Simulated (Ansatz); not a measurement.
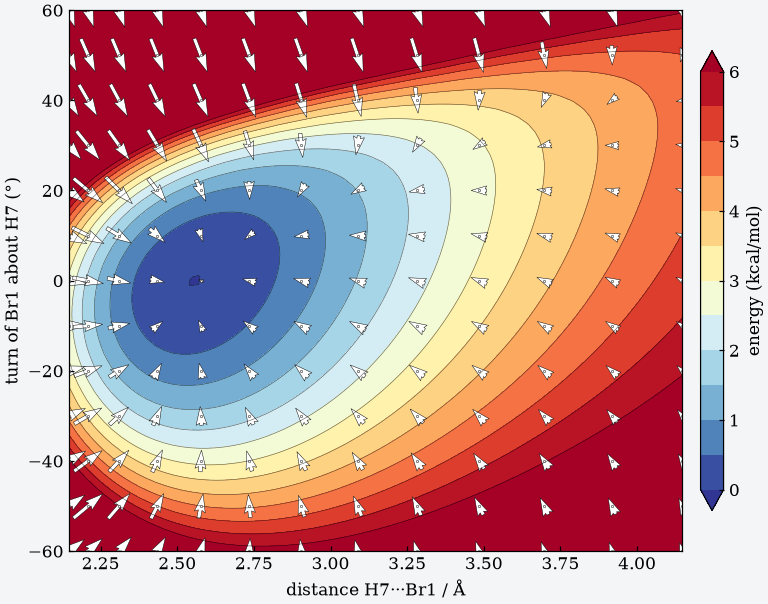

Energy landscape of the pair Br···CH₄O, charge −1. 
- The turn is about an axis along (0.33, −0.93, 0.17) in the frame of the relaxed pair, normal to the line between the partners.
- The first coordinate is: distance H7···Br1; the second: turn of Br1 about H7.
- Grid: 13 × 13 points.
- Points are written as (first, second).
- Energies: kcal/mol, counted from the lowest grid point.
- Level of theory: RHF/def2-SVPD (Ansatz 0.2.0).

Drawn: filled contours, dots at the grid points, arrows along the force (downhill), their lengths compressed, one colour for all values above the top of the scale. Between grid points the surface is interpolated. 

Question: Where are the wells?

Answer: The lowest grid point is at (2.577 Å, 0°). No other kind of well shows on this grid. The highest grid point, (2.147 Å, 60°), lies 134.6 kcal/mol above the lowest. Round the minimum the valley is somewhat tilted: raising distance H7···Br1 shifts the best value of turn of Br1 about H7 upwards (coupling k₁₂/√(k₁₁k₂₂) about −0.3).

The input of one point:

```yaml
crystal:
  periodic: [false, false, false]
  atoms:
    - { symbol: Br, position_ang: [0.205862, -0.511975, -3.108142] }
    - { symbol: C, position_ang: [0.165592, 0.205026, 0.778535] }
    - { symbol: O, position_ang: [-0.977636, -0.310203, 0.187952] }
    - { symbol: H, position_ang: [-0.032595, 0.336811, 1.844643] }
    - { symbol: H, position_ang: [0.443798, 1.175224, 0.356642] }
    - { symbol: H, position_ang: [1.022823, -0.465381, 0.667107] }
    - { symbol: H, position_ang: [-0.819693, -0.430153, -0.745417] }
total_charge: -1
basis:
  gaussian: { orbitals: def2-SVPD }
hamiltonian:
  xc: hf
output:
  forces: true
```

Each point was launched as `ansatz run input.yaml --threads 1 --pin off --max-ram 2560MiB --backend cpu --events-out ev --progress --plain --runs-dir out`. Time for the 169 points that were run: 11 min on 1 thread of Intel(R) Xeon(R) 6975P-C (Granite Rapids), with other jobs on the host.
